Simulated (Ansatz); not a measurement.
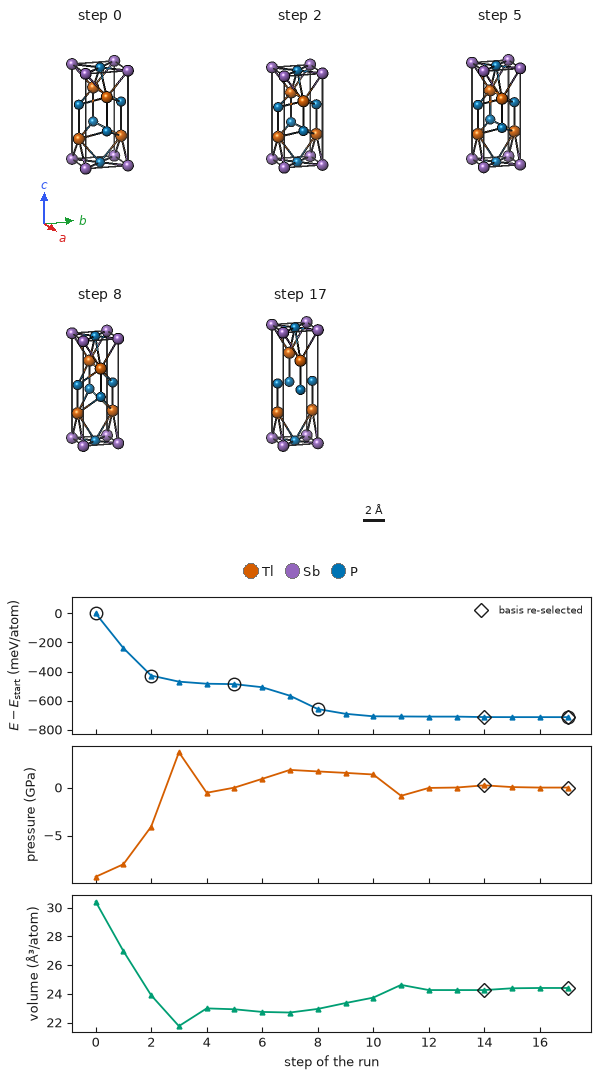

Frames of a relaxation of a crystal of Tl2SbP3 (built on the Hf2CuSb3-115 type type), marked on the history of the run. The picture is a ball-and-stick view of the cell of the calculation, seen slightly off an axis.

The calculation used DFT, PBEsol, plane waves, PAW in Ansatz. (plane-wave cutoff 420 eV; k-point mesh 6 × 6 × 2; occupations fermi dirac; smearing width 0.03 eV; no spin polarisation; cell and atoms relaxed; force threshold 0.01 eV/Å; at most 120 steps)

### What happens along the run?

The largest moves relative to the cell, 1.22 Å, are those of P atoms. By element the largest moves are P 1.22 Å, Tl 0.04 Å. Sb stays in place. The volume changes by −19.8 %, with a = b 4.366 → 3.579 Å (−18.0 %), c 9.577 → 11.430 Å (+19.4 %). Near-neighbour distances that change, for instance: P–P 3.879 → 2.558 Å, P–Sb 3.087 → 2.531 Å, P–Tl 3.446 → 2.937 Å, P–Tl 3.276 → 3.604 Å. Bond angles that change, for instance: Sb–Tl–Sb 81.9° → 62.2°, Tl–Sb–Tl 81.9° → 62.2°, Tl–Sb–Tl 124.8° → 137.1°. The space group stays P-4m2 (No. 115). Over 15 accepted moves (17 points after the start) the energy falls by 714 meV per atom. The largest force component goes from 0.79 to 0.002 eV/Å. Pressure: −9.31 GPa at the start and 0.00 GPa at the end. The SCF was repeated twice at an unchanged geometry on a basis and grid sized afresh for the cell, which shifted the energy by 3.2 meV per atom at most. From step 0 to 2: Tl atoms move most (0.24 Å), volume −21.4 %, energy −428 meV per atom. From step 2 to 5: Tl atoms move most (0.12 Å), volume −4.1 %, energy −59.0 meV per atom. From step 5 to 8: P atoms move most (0.65 Å), volume +0.1 %, energy −171 meV per atom. From step 8 to 17: P atoms move most (0.31 Å), volume +6.4 %, energy −55.6 meV per atom.

```tsv
step	E − E(0), meV/atom	largest force component, eV/Å	pressure, GPa	volume, Å³/atom	note
0	0.00	0.7863	-9.31	30.418	
1	-239.00	0.9093	-8.00	26.972	
2	-427.91	0.5581	-4.08	23.896	
3	-469.77	0.3913	3.69	21.751	
4	-484.05	0.0589	-0.54	22.985	
5	-486.92	0.1201	0.00	22.922	
6	-508.10	0.3391	0.91	22.737	
7	-566.68	1.1460	1.84	22.697	
8	-658.25	0.7775	1.69	22.946	
9	-690.89	0.1689	1.53	23.355	
10	-708.11	0.0296	1.37	23.733	
11	-709.13	0.0363	-0.86	24.619	
12	-710.24	0.0127	-0.04	24.260	
13	-710.24	0.0081	0.01	24.259	
14	-713.47	0.0115	0.24	24.259	same geometry, new basis
15	-713.80	0.0179	0.05	24.383	
16	-713.83	0.0019	0.00	24.404	
17	-713.86	0.0020	0.00	24.404	same geometry, new basis
```

Limits of the set-up: layers or molecules are held without a dispersion correction, so their spacing is unreliable.
